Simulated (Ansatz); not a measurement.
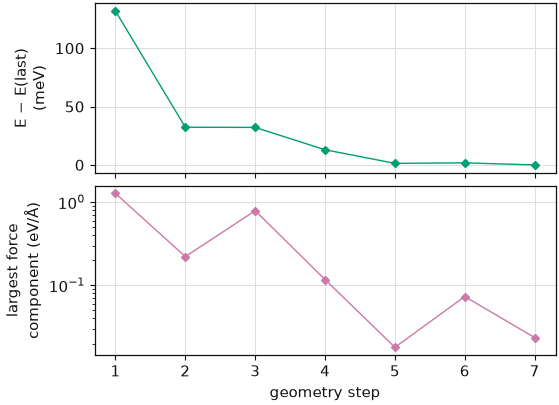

History of a geometry optimisation. The run: H6SSi, by RKS PBE-D4/def2-SVP (Ansatz).

The optimisation met its thresholds at geometry 7, counting the start as the first. The energy fell by about 130 meV from the first step to the last. The largest force component goes from about 1.3 eV/Å at the start to 0.024 eV/Å at the end.
